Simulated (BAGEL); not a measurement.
# CH4F2Si (SMILES C[SiH](F)F): a chain of runs

We compute the energy (HF/cc-pVDZ), then a single-point energy (NEVPT2(2,2)/cc-pVDZ), then the energy (CASPT2(2,2)/cc-pVDZ) of CH4F2Si. 

Program for the calculation: BAGEL 1.2.2.

1 further run of the same task is left out (set aside as unsound or not needed).

**1. The structure to begin with**

CH4F2Si has 8 atoms, charge 0, and is taken as a singlet. SMILES: `C[SiH](F)F`. The Si2–F3 distance was set to 2.147 Å, away from the relaxed value.

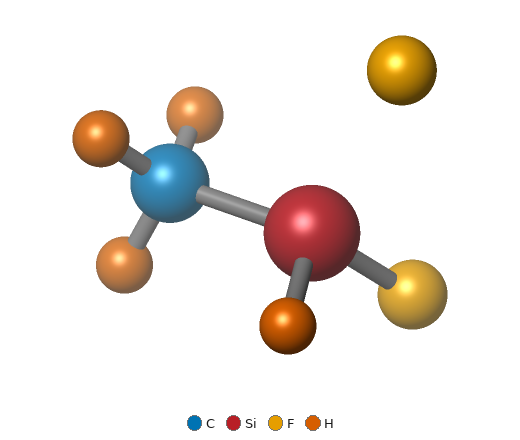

Viewed from a chosen angle; carbon blue, silicon red, fluorine amber, hydrogen orange.

**2. A single-point energy at HF/cc-pVDZ (density fitting with svp-jkfit) (run 1)**

The input, input.json:

```json
{ "bagel" : [

{
  "title" : "molecule",
  "basis" : "cc-pvdz.json",
  "df_basis" : "svp-jkfit",
  "angstrom" : "false",
  "geometry" : [
    { "atom" : "C", "xyz" : [    -1.78108199,     1.60208713,    -0.36062400 ] },
    { "atom" : "Si", "xyz" : [    -0.42728219,    -1.52900008,     0.31079570 ] },
    { "atom" : "F", "xyz" : [     3.62128217,    -1.28180123,     0.42840091 ] },
    { "atom" : "F", "xyz" : [    -1.11646531,    -3.43516683,    -1.90887661 ] },
    { "atom" : "H", "xyz" : [    -1.07489134,     2.33397806,    -2.15718662 ] },
    { "atom" : "H", "xyz" : [    -1.28143840,     2.94246987,     1.12848019 ] },
    { "atom" : "H", "xyz" : [    -3.84031655,     1.49380582,    -0.46777147 ] },
    { "atom" : "H", "xyz" : [    -1.27274566,    -2.68267788,     2.70772431 ] }
  ]
},

{
  "title" : "hf"
},

{
  "title" : "print",
  "file" : "orbitals.molden",
  "orbitals" : "true"
}

]}
```

The basis set cc-pVDZ is read from a file made from the Basis Set Exchange's data (not shown).

Command:

```bash
BAGEL_NUM_THREADS=1 BAGEL input.json > input.out
```

The log of the run:

```text
* using 1 threads per process

  ===============================================================
  ===============================================================

  *** Geometry ***

  { "atom" : "C", "xyz" : [     -1.781082,      1.602087,     -0.360624 ] },
  { "atom" : "Si", "xyz" : [     -0.427282,     -1.529000,      0.310796 ] },
  { "atom" : "F", "xyz" : [      3.621282,     -1.281801,      0.428401 ] },
  { "atom" : "F", "xyz" : [     -1.116465,     -3.435167,     -1.908877 ] },
  { "atom" : "H", "xyz" : [     -1.074891,      2.333978,     -2.157187 ] },
  { "atom" : "H", "xyz" : [     -1.281438,      2.942470,      1.128480 ] },
  { "atom" : "H", "xyz" : [     -3.840317,      1.493806,     -0.467771 ] },
  { "atom" : "H", "xyz" : [     -1.272746,     -2.682678,      2.707724 ] },

  Number of auxiliary basis functions:      429

  Since a DF basis is specified, we compute 2- and 3-index integrals:
    o Being stored without compression. Storage requirement is 0.022 GB

  Number of basis functions:       80
  Number of electrons      :       42

    * METHOD: MOLECULE                             0.18

  *** RHF ***

  === Nuclear Repulsion ===
   167.3815670904

      * DIIS with orbital gradients will be used.

  === RHF iteration (cc-pvdz.json) ===
      0       -527.76150740          0.01795908           0.05
      1       -527.93802549          0.01239262           0.04
      2       -528.05891238          0.00189299           0.04
      3       -528.06153156          0.00074652           0.04
      4       -528.06197610          0.00016276           0.04
      5       -528.06200704          0.00006670           0.04
      6       -528.06201332          0.00003135           0.04
      7       -528.06201524          0.00000725           0.04
      8       -528.06201533          0.00000239           0.04
      9       -528.06201534          0.00000085           0.05
     10       -528.06201534          0.00000025           0.04
     11       -528.06201534          0.00000011           0.04
     12       -528.06201534          0.00000004           0.04
     13       -528.06201534          0.00000002           0.05
     14       -528.06201534          0.00000001           0.05
    * SCF iteration converged.

    * Permanent dipole moment:
           (    1.707716,    -0.702530,    -0.335901) a.u.

    * METHOD: HF                                   0.80

    * METHOD: PRINT                                0.02

  ===============================================================
```

Wall time 1.1 s (1 thread of Arm Neoverse V1, shared host); peak memory 0.15 GiB.

**3. A single-point energy at NEVPT2(2,2)/cc-pVDZ (density fitting with svp-jkfit) (run 2)**

The input, nevpt2.json:

```json
{ "bagel" : [

{
  "title" : "molecule",
  "basis" : "cc-pvdz.json",
  "df_basis" : "svp-jkfit",
  "angstrom" : false,
  "geometry" : [
    { "atom" : "C", "xyz" : [    -1.78108199,     1.60208713,    -0.36062400 ] },
    { "atom" : "Si", "xyz" : [    -0.42728219,    -1.52900008,     0.31079570 ] },
    { "atom" : "F", "xyz" : [     3.62128217,    -1.28180123,     0.42840091 ] },
    { "atom" : "F", "xyz" : [    -1.11646531,    -3.43516683,    -1.90887661 ] },
    { "atom" : "H", "xyz" : [    -1.07489134,     2.33397806,    -2.15718662 ] },
    { "atom" : "H", "xyz" : [    -1.28143840,     2.94246987,     1.12848019 ] },
    { "atom" : "H", "xyz" : [    -3.84031655,     1.49380582,    -0.46777147 ] },
    { "atom" : "H", "xyz" : [    -1.27274566,    -2.68267788,     2.70772431 ] }
  ]
},

{ "title" : "hf" },

{ "title" : "casscf", "nstate" : 1, "nact" : 2, "nclosed" : 20, "nspin" : 0, "active" : [20, 22], "maxiter" : 200, "natocc" : true },

{
  "title" : "nevpt2",
  "nstate" : 1,
  "nact" : 2,
  "nclosed" : 20,
  "nspin" : 0,
  "active" : [20, 22],
  "maxiter" : 200,
  "natocc" : true,
  "ncore" : 8
},

{ "title" : "print", "file" : "orbitals.molden", "orbitals" : true }

]}
```

The basis set cc-pVDZ is read from a file made from the Basis Set Exchange's data (not shown).

Command:

```bash
BAGEL_NUM_THREADS=1 BAGEL nevpt2.json > nevpt2.out
```

The log of the run:

```text
* using 1 threads per process

  ===============================================================
  ===============================================================

  *** Geometry ***

  { "atom" : "C", "xyz" : [     -1.781082,      1.602087,     -0.360624 ] },
  { "atom" : "Si", "xyz" : [     -0.427282,     -1.529000,      0.310796 ] },
  { "atom" : "F", "xyz" : [      3.621282,     -1.281801,      0.428401 ] },
[... 4 lines of this table left out ...]
  { "atom" : "H", "xyz" : [     -1.272746,     -2.682678,      2.707724 ] },

  Number of auxiliary basis functions:      429

  Since a DF basis is specified, we compute 2- and 3-index integrals:
    o Being stored without compression. Storage requirement is 0.022 GB

  Number of basis functions:       80
  Number of electrons      :       42

    * METHOD: MOLECULE                             0.18

  *** RHF ***

  === Nuclear Repulsion ===
   167.3815670904

      * DIIS with orbital gradients will be used.

  === RHF iteration (cc-pvdz.json) ===
      0       -527.76150740          0.01795908           0.05
      1       -527.93802549          0.01239262           0.05
      2       -528.05891238          0.00189299           0.05
[... 11 lines of this table left out ...]
     14       -528.06201534          0.00000001           0.04
    * SCF iteration converged.

    * Permanent dipole moment:
           (    1.707716,    -0.702530,    -0.335901) a.u.

    * METHOD: HF                                   0.79

  ---------------------------
      CASSCF calculation
  ---------------------------

    ==== Active orbitals : =====
         Orbital 20
         Orbital 22
    ============================

    * nstate   :      1
    * nclosed  :     20
    * nact     :      2
    * nvirt    :     58
  === CASSCF iteration (cc-pvdz.json) ===

    * Using the second-order algorithm

      0  0      -528.06658370     1.45e-03      0.02

      1  0      -528.08614966     2.23e-03      0.24
[... 43 lines of this table left out ...]
     23  0      -528.09101521     9.66e-09      0.20

    * Second-order optimization converged. *

     guess   0:   closed 1.                   open ..

  === FCI iteration ===

      0  0      -528.05944469     1.00e-01      0.00
      1  0      -528.08999916     1.40e-02      0.00
      2  0 *    -528.09101521     6.72e-16      0.00

     * ci vector, state   0, <S^2> = 0.0000
       2.     0.9877390590
       .2    -0.1561139049

    * METHOD: CASSCF                               6.57

    * freezing 8 orbitals

  === DF-NEVPT2 calculation ===

    * 3-index integral transformation done
    * assembly done

      NEVPT2 correlation energy:   -0.5951298599      0.16

          (+0)     -0.4877871269
          (+0)'    -0.0491293373
          (+1)     -0.0146585196
          (+1)'    -0.0000000000
          (+2)     -0.0007138164
          (-1)     -0.0385251572
          (-1)'     0.0000000000
          (-2)     -0.0043159026

      NEVPT2 total energy:       -528.6861450714

    * METHOD: NEVPT2                               0.25

    * METHOD: PRINT                                0.02

  ===============================================================
```

It took 8.1 s on 1 thread of Arm Neoverse V1, shared host; peak memory 0.15 GiB.

**4. The energy at CASPT2(2,2)/cc-pVDZ (density fitting with svp-jkfit) (run 3)**

Edit input.json of step 2 so:

```diff
@@ -6,3 +6,2 @@
   "df_basis" : "svp-jkfit",
-  "angstrom" : "false",
   "geometry" : [
@@ -19,11 +18,9 @@
 
-{
-  "title" : "hf"
-},
+{ "title" : "hf" },
 
-{
-  "title" : "print",
-  "file" : "orbitals.molden",
-  "orbitals" : "true"
-}
+{ "title" : "casscf", "nstate" : 1, "nact" : 2, "nclosed" : 20, "active" : [20, 22], "maxiter" : 200, "natocc" : true },
+
+{ "title" : "print", "file" : "orbitals.molden", "orbitals" : true },
+
+{ "title" : "smith", "method" : "caspt2", "ms" : true, "xms" : true, "sssr" : true, "shift" : 0.2, "shift_imag" : true, "ncore" : 8 }
```

The basis set cc-pVDZ is read from a file made from the Basis Set Exchange's data (not shown).

Command:

```bash
BAGEL_NUM_THREADS=1 BAGEL input.json > input.out
```

The log of the run:

```text
* using 1 threads per process

  ===============================================================
  ===============================================================

  *** Geometry ***

  { "atom" : "C", "xyz" : [     -1.781082,      1.602087,     -0.360624 ] },
  { "atom" : "Si", "xyz" : [     -0.427282,     -1.529000,      0.310796 ] },
  { "atom" : "F", "xyz" : [      3.621282,     -1.281801,      0.428401 ] },
[... 4 lines of this table left out ...]
  { "atom" : "H", "xyz" : [     -1.272746,     -2.682678,      2.707724 ] },

  Number of auxiliary basis functions:      429

  Since a DF basis is specified, we compute 2- and 3-index integrals:
    o Being stored without compression. Storage requirement is 0.022 GB

  Number of basis functions:       80
  Number of electrons      :       42

    * METHOD: MOLECULE                             0.18

  *** RHF ***

  === Nuclear Repulsion ===
   167.3815670904

      * DIIS with orbital gradients will be used.

[... 6 lines left out ...]
    * SCF iteration converged.
[... 1 line left out ...]
    * Permanent dipole moment:
[... 27 lines left out ...]
    * Second-order optimization converged. *
[... 9 lines left out ...]
     * ci vector, state   0, <S^2> = 0.0000
[... 16 lines left out ...]
    * Zeroth order energy : state  0       -1.0967211055
[... 4 lines left out ...]
       #      aibj      arbs      arbi      airj      risj      airs      arst      rist         Etot      error   time
[... 2 lines left out ...]
       0  -0.48748  -0.00487  -0.03675  -0.01597  -0.00091  -0.04305  -0.00000  -0.00000   -0.5890246  0.0027441   0.08
       1  -0.48809  -0.00492  -0.03702  -0.01649  -0.00102  -0.04429  -0.00000  -0.00000   -0.5918263  0.0005345   0.07
       2  -0.48813  -0.00492  -0.03692  -0.01654  -0.00103  -0.04443  -0.00000  -0.00000   -0.5919787  0.0001278   0.07
       3  -0.48813  -0.00493  -0.03692  -0.01652  -0.00104  -0.04445   0.00000  -0.00000   -0.5919846  0.0000316   0.08
       4  -0.48813  -0.00493  -0.03692  -0.01652  -0.00104  -0.04445  -0.00000  -0.00000   -0.5919850  0.0000073   0.08
       5  -0.48813  -0.00493  -0.03692  -0.01652  -0.00104  -0.04444  -0.00000   0.00000   -0.5919851  0.0000018   0.08
       6  -0.48813  -0.00493  -0.03692  -0.01652  -0.00104  -0.04444  -0.00000   0.00000   -0.5919851  0.0000004   0.08

      ------------------------------------------------------------------------------------------------------------------

    * CASPT2 energy : state  0     -528.6850691832
        w/o shift correction       -528.6830002670
        reference weight              0.8642849448

    * METHOD: SMITH                                0.73

  ===============================================================
```

Wall time 8.4 s (1 thread of Arm Neoverse V1, shared host); peak memory 0.19 GiB.

**5. Summary of results**

```
                                quantity          value
         run 1, HF/cc-pVDZ: total energy  -528.06202 Eh
        run 1, HF/cc-pVDZ: dipole moment         4.77 D
          run 1, HF/cc-pVDZ: HOMO energy      -13.65 eV
          run 1, HF/cc-pVDZ: LUMO energy        2.92 eV
        run 1, HF/cc-pVDZ: HOMO–LUMO gap       16.57 eV
run 2, NEVPT2(2,2)/cc-pVDZ: total energy  -528.68615 Eh
run 3, CASPT2(2,2)/cc-pVDZ: total energy  -528.68507 Eh
```
